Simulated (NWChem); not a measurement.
## Run report: Si$_{3}$H$_{7}$, energy and gradient calculation

- system: Si$_{3}$H$_{7}$, multiplicity 2
- method: TPSSh/cc-pVDZ, UKS (NWChem 7.3.0)

The geometry comes from this level: PBE0-D4/def2-TZVP.

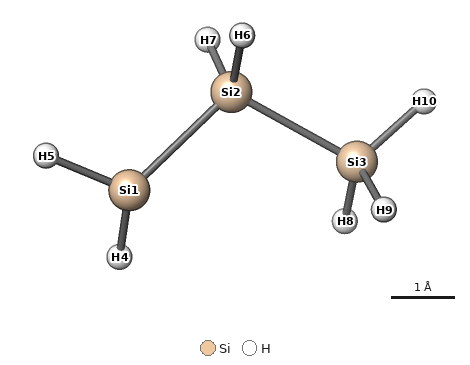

**Figure 1.** The structure as given in the input (ball-and-stick view, seen at a tilt; atoms are numbered from 1 in the order of the input). Bond lengths as drawn: H–Si 1.49 Å and Si–Si 2.32 to 2.34 Å.

The input:
```
start h7si3
title "H7Si3 gradient"
memory stack 880 mb heap 220 mb global 1100 mb

geometry units angstrom noautosym nocenter noautoz
  load format xyz h7si3.xyz
end

basis "ao basis" spherical bse
  Si library cc-pVDZ
  H library cc-pVDZ
end

dft
  xc xctpssh
  mult 2
  grid xfine
  convergence energy 1e-08
  iterations 100
  mulliken
  print low
end

task dft gradient
```

File h7si3.xyz:
```
10
H7Si3 gradient
Si    -1.914100     0.637600    -0.650400
Si     0.391800     0.734600    -0.386600
Si     1.064800    -0.991500     1.040200
H     -2.414000    -0.693000    -1.092500
H     -2.513200     1.711700    -1.489400
H      0.742300     2.052500     0.211800
H      1.110800     0.616000    -1.689200
H      0.654400    -2.303100     0.470600
H      0.418800    -0.826600     2.369500
H      2.541700    -0.989400     1.218900
```

Run on 1 thread of Intel Xeon (Sapphire Rapids), 16 GiB of memory available, shared host.

Command:
```bash
nwchem h7si3.nw > h7si3.out
```

What the program printed:
```
Northwest Computational Chemistry Package (NWChem) 7.3.0
             --------------------------------------------------------

           Job information
           ---------------

    nwchem branch   = 7.3.0
    use scalapack   = T
    input           = h7si3.nw
    prefix          = h7si3.
    data base       = ./h7si3.db
    status          = startup
    nproc           =        1

           Memory information
           ------------------

    heap     =     28835836 doubles =      220.0 Mbytes
    stack    =    115343361 doubles =      880.0 Mbytes
    global   =    144179200 doubles =     1100.0 Mbytes (distinct from heap & stack)
    total    =    288358397 doubles =     2200.0 Mbytes
    verify   = yes
    hardfail = no

           Directory information
           ---------------------

  0 permanent = .
  0 scratch   = .

                                NWChem Input Module
                                -------------------

                                  H7Si3 gradient
                                  --------------

 Scaling coordinates for geometry "geometry" by  1.889725989
 (inverse scale =  0.529177249)

                             Geometry "geometry" -> ""
                             -------------------------

 Output coordinates in angstroms (scale by  1.889725989 to convert to a.u.)

  No.       Tag          Charge          X              Y              Z
 ---- ---------------- ---------- -------------- -------------- --------------
    1 Si                  14.0000    -1.91410000     0.63760000    -0.65040000
    2 Si                  14.0000     0.39180000     0.73460000    -0.38660000
    3 Si                  14.0000     1.06480000    -0.99150000     1.04020000
    4 H                    1.0000    -2.41400000    -0.69300000    -1.09250000
    5 H                    1.0000    -2.51320000     1.71170000    -1.48940000
    6 H                    1.0000     0.74230000     2.05250000     0.21180000
    7 H                    1.0000     1.11080000     0.61600000    -1.68920000
    8 H                    1.0000     0.65440000    -2.30310000     0.47060000
    9 H                    1.0000     0.41880000    -0.82660000     2.36950000
   10 H                    1.0000     2.54170000    -0.98940000     1.21890000

      Atomic Mass
      -----------

      Si                27.976930
      H                  1.007825

 Effective nuclear repulsion energy (a.u.)     183.5408546406

            Nuclear Dipole moment (a.u.)
            ----------------------------
        X                 Y               Z
 ---------------- ---------------- ----------------
   -11.0817311422     9.2556889195     0.0840928065

            XYZ format geometry
            -------------------
    10
 geometry
 Si                   -1.91410000     0.63760000    -0.65040000
 Si                    0.39180000     0.73460000    -0.38660000
 Si                    1.06480000    -0.99150000     1.04020000
 H                    -2.41400000    -0.69300000    -1.09250000
 H                    -2.51320000     1.71170000    -1.48940000
 H                     0.74230000     2.05250000     0.21180000
 H                     1.11080000     0.61600000    -1.68920000
 H                     0.65440000    -2.30310000     0.47060000
 H                     0.41880000    -0.82660000     2.36950000
 H                     2.54170000    -0.98940000     1.21890000

 ==============================================================================
                                internuclear distances
 ------------------------------------------------------------------------------
       center one      |      center two      | atomic units |  angstroms
 ------------------------------------------------------------------------------
    2 Si               |   1 Si               |     4.38977  |     2.32297
    3 Si               |   2 Si               |     4.41893  |     2.33840
    4 H                |   1 Si               |     2.81299  |     1.48857
    5 H                |   1 Si               |     2.81343  |     1.48880
    6 H                |   2 Si               |     2.81423  |     1.48923
    7 H                |   2 Si               |     2.82057  |     1.49258
    8 H                |   3 Si               |     2.81129  |     1.48767
    9 H                |   3 Si               |     2.81026  |     1.48713
   10 H                |   3 Si               |     2.81129  |     1.48767
 ------------------------------------------------------------------------------
                         number of included internuclear distances:          9
 ==============================================================================

 ==============================================================================
                                 internuclear angles
 ------------------------------------------------------------------------------
        center 1       |       center 2       |       center 3       |  degrees
 ------------------------------------------------------------------------------
    2 Si               |   1 Si               |   4 H                |   113.85
    2 Si               |   1 Si               |   5 H                |   115.68
    4 H                |   1 Si               |   5 H                |   110.02
    1 Si               |   2 Si               |   3 Si               |   108.91
    1 Si               |   2 Si               |   6 H                |   108.43
    1 Si               |   2 Si               |   7 H                |   112.07
    3 Si               |   2 Si               |   6 H                |   109.90
    3 Si               |   2 Si               |   7 H                |   109.58
    6 H                |   2 Si               |   7 H                |   107.92
    2 Si               |   3 Si               |   8 H                |   109.74
    2 Si               |   3 Si               |   9 H                |   109.79
    2 Si               |   3 Si               |  10 H                |   110.98
    8 H                |   3 Si               |   9 H                |   108.67
    8 H                |   3 Si               |  10 H                |   108.73
    9 H                |   3 Si               |  10 H                |   108.89
 ------------------------------------------------------------------------------
                            number of included internuclear angles:         15
 ==============================================================================

                      Basis "ao basis" -> "" (spherical)
                      -----
  [basis functions not shown]

 Summary of "ao basis" -> "" (spherical)
 ------------------------------------------------------------------------------
       Tag                 Description            Shells   Functions and Types
 ---------------- ------------------------------  ------  ---------------------
 Si                         cc-pVDZ                  8       18   4s3p1d
 H                          cc-pVDZ                  3        5   2s1p

                                 NWChem DFT Module
                                 -----------------

                                  H7Si3 gradient

  Caching 1-el integrals
   Time after variat. SCF:      1.8

     ---------------------------------------------
      Total Density - Mulliken Population Analysis
     ---------------------------------------------

    Atom       Charge   Shell Charges
 -----------   ------   -------------------------------------------------------
    1 Si  14    13.89   2.00  2.01  0.82  0.61  6.00  1.24  1.13  0.08
    2 Si  14    13.94   2.00  2.02  0.79  0.53  6.00  1.39  1.09  0.12
    3 Si  14    13.85   2.00  2.01  0.78  0.52  6.00  1.38  1.03  0.12
    4 H    1     1.05   0.68  0.36  0.01
    5 H    1     1.05   0.68  0.36  0.01
    6 H    1     1.04   0.68  0.35  0.01
    7 H    1     1.04   0.67  0.35  0.01
    8 H    1     1.05   0.68  0.35  0.01
    9 H    1     1.05   0.68  0.35  0.01
   10 H    1     1.05   0.68  0.35  0.01

     --------------------------------------------
      Spin Density - Mulliken Population Analysis
     --------------------------------------------

    Atom       Charge   Shell Charges
 -----------   ------   -------------------------------------------------------
    1 Si  14     0.84  -0.00  0.00  0.03  0.05 -0.00  0.30  0.46 -0.00
    2 Si  14     0.07   0.00  0.00  0.00  0.00  0.00  0.02  0.03  0.02
    3 Si  14     0.00   0.00  0.00  0.00 -0.00  0.00  0.00 -0.00  0.00
    4 H    1     0.02   0.01  0.01  0.00
    5 H    1     0.02   0.01  0.01  0.00
    6 H    1     0.00   0.00 -0.00  0.00
    7 H    1     0.05   0.03  0.02  0.00
    8 H    1     0.00   0.00  0.00  0.00
    9 H    1     0.00   0.00  0.00  0.00
   10 H    1     0.00  -0.00  0.00  0.00
   Time prior to 1st pass:      1.8

           Memory utilization after 1st SCF pass:
           Heap Space remaining (MW):        0.00                 218
          Stack Space remaining (MW):      115.34           115342268

   convergence    iter        energy       DeltaE   RMS-Dens  Diis-err    time
 ---------------- ----- ----------------- --------- --------- ---------  ------
 d= 0,ls=0.0,diis     1   -872.6554866687 -1.06D+03  3.55D-03  4.28D-02    17.1
                                                     2.73D-03  3.91D-02
 d= 0,ls=0.0,diis     2   -872.6853511985 -2.99D-02  1.25D-03  4.44D-03    30.7
                                                     1.16D-03  4.26D-03
 d= 0,ls=0.0,diis     3   -872.6880321950 -2.68D-03  4.76D-04  1.97D-03    47.5
                                                     4.11D-04  1.76D-03
 d= 0,ls=0.0,diis     4   -872.6896382689 -1.61D-03  8.72D-05  2.43D-05    64.8
                                                     5.00D-05  1.85D-05
 d= 0,ls=0.0,diis     5   -872.6896589881 -2.07D-05  1.98D-05  2.45D-06    81.3
                                                     2.54D-05  3.59D-06
  Resetting Diis
 d= 0,ls=0.0,diis     6   -872.6896621132 -3.13D-06  1.00D-05  2.29D-07    97.7
                                                     4.86D-06  7.91D-08
 d= 0,ls=0.0,diis     7   -872.6896623211 -2.08D-07  3.79D-06  2.99D-08   113.9
                                                     4.94D-06  5.34D-08
 d= 0,ls=0.0,diis     8   -872.6896623348 -1.37D-08  2.57D-06  4.55D-08   130.3
                                                     1.94D-06  3.13D-08
 d= 0,ls=0.0,diis     9   -872.6896623730 -3.82D-08  5.73D-07  4.69D-10   146.9
                                                     7.43D-07  1.08D-09
 d= 0,ls=0.0,diis    10   -872.6896623746 -1.62D-09  2.23D-07  1.23D-10   163.2
                                                     1.52D-07  8.13D-11

         Total DFT energy =     -872.689662374616
      One electron energy =    -1573.288356453128
           Coulomb energy =      582.447573301603
    Exchange-Corr. energy =      -65.389733863682
 Nuclear repulsion energy =      183.540854640591

 Numeric. integr. density =       49.000000008145

     Total iterative time =    161.4s

     ---------------------------------------------
      Total Density - Mulliken Population Analysis
     ---------------------------------------------

    Atom       Charge   Shell Charges
 -----------   ------   -------------------------------------------------------
    1 Si  14    13.96   2.00  2.02  0.79  0.59  6.01  1.47  0.96  0.12
    2 Si  14    13.97   2.00  2.03  0.76  0.53  6.01  1.58  0.90  0.16
    3 Si  14    13.87   2.00  2.03  0.76  0.52  6.01  1.56  0.84  0.16
    4 H    1     1.03   0.72  0.29  0.01
    5 H    1     1.02   0.72  0.29  0.01
    6 H    1     1.03   0.73  0.29  0.01
    7 H    1     1.02   0.73  0.29  0.01
    8 H    1     1.04   0.73  0.29  0.01
    9 H    1     1.04   0.73  0.29  0.01
   10 H    1     1.03   0.73  0.29  0.01

     --------------------------------------------
      Spin Density - Mulliken Population Analysis
     --------------------------------------------

    Atom       Charge   Shell Charges
 -----------   ------   -------------------------------------------------------
    1 Si  14     0.97  -0.00  0.00  0.05  0.08  0.00  0.42  0.43 -0.01
    2 Si  14     0.02  -0.00  0.00 -0.00  0.00  0.00 -0.00 -0.00  0.02
    3 Si  14    -0.01   0.00 -0.00 -0.00 -0.00 -0.00 -0.00 -0.00 -0.00
    4 H    1    -0.01   0.00 -0.01  0.00
    5 H    1    -0.01   0.00 -0.01  0.00
    6 H    1    -0.00  -0.00 -0.00  0.00
    7 H    1     0.04   0.03  0.01 -0.00
    8 H    1     0.00   0.00  0.00 -0.00
    9 H    1     0.00  -0.00  0.00  0.00
   10 H    1    -0.00  -0.00 -0.00 -0.00

     -------------------------------------------
      Total Density - Lowdin Population Analysis
     -------------------------------------------

    Atom       Charge   Shell Charges
 -----------   ------   -------------------------------------------------------
    1 Si  14    13.87   2.00  1.83  0.74  0.53  5.94  1.42  1.23  0.19
    2 Si  14    13.91   2.00  1.82  0.69  0.47  5.93  1.49  1.25  0.27
    3 Si  14    13.81   2.00  1.82  0.69  0.46  5.93  1.48  1.18  0.26
    4 H    1     1.06   0.62  0.41  0.04
    5 H    1     1.06   0.62  0.41  0.04
    6 H    1     1.05   0.62  0.40  0.03
    7 H    1     1.06   0.62  0.40  0.03
    8 H    1     1.06   0.62  0.41  0.03
    9 H    1     1.06   0.62  0.40  0.03
   10 H    1     1.06   0.62  0.41  0.03

     ------------------------------------------
      Spin Density - Lowdin Population Analysis
     ------------------------------------------

    Atom       Charge   Shell Charges
 -----------   ------   -------------------------------------------------------
    1 Si  14     0.92   0.00  0.00  0.05  0.04  0.00  0.41  0.42 -0.00
    2 Si  14     0.04   0.00  0.00  0.00  0.00  0.00  0.00  0.00  0.03
    3 Si  14    -0.00   0.00  0.00 -0.00 -0.00 -0.00 -0.00 -0.00 -0.00
    4 H    1     0.00   0.00 -0.00  0.01
    5 H    1     0.01   0.00 -0.00  0.01
    6 H    1    -0.00  -0.00 -0.00 -0.00
    7 H    1     0.03   0.02  0.01  0.00
    8 H    1     0.00   0.00  0.00 -0.00
    9 H    1    -0.00  -0.00 -0.00  0.00
   10 H    1    -0.00  -0.00 -0.00 -0.00

     --------------------------
     Expectation value of S2:
     --------------------------
      <S2> =      0.7540 (Exact =     0.7500)

                         DFT ENERGY GRADIENTS

    atom               coordinates                        gradient
                 x          y          z           x          y          z
   1 Si     -3.617125   1.204889  -1.229078    0.002407  -0.000708  -0.002134
   2 Si      0.740395   1.388193  -0.730568   -0.000948  -0.000589   0.000417
   3 Si      2.012180  -1.873663   1.965693   -0.000761   0.000683  -0.000666
   4 H      -4.561799  -1.309580  -2.064526    0.001060   0.002541   0.001079
   5 H      -4.749259   3.234644  -2.814558    0.001255  -0.002041   0.001833
   6 H       1.402744   3.878663   0.400244   -0.000706  -0.002276  -0.000897
   7 H       2.099108   1.164071  -3.192125   -0.001371   0.000050   0.002347
   8 H       1.236637  -4.352228   0.889305    0.000589   0.002311   0.000822
   9 H       0.791417  -1.562048   4.477706    0.001008  -0.000109  -0.002372
  10 H       4.803117  -1.869695   2.303387   -0.002535   0.000138  -0.000429

 Task  times  cpu:      199.7s     wall:      199.7s
 Total times  cpu:      199.7s     wall:      199.7s
```

Summary:

| quantity | value |
| --- | --- |
| outcome | converged |
| total energy | −872.689662 hartree |
| largest force | 0.169 eV/Å |
| ⟨S²⟩ | 0.754 |
| wall time | 3.3 min |
| peak memory | 0.16 GiB |
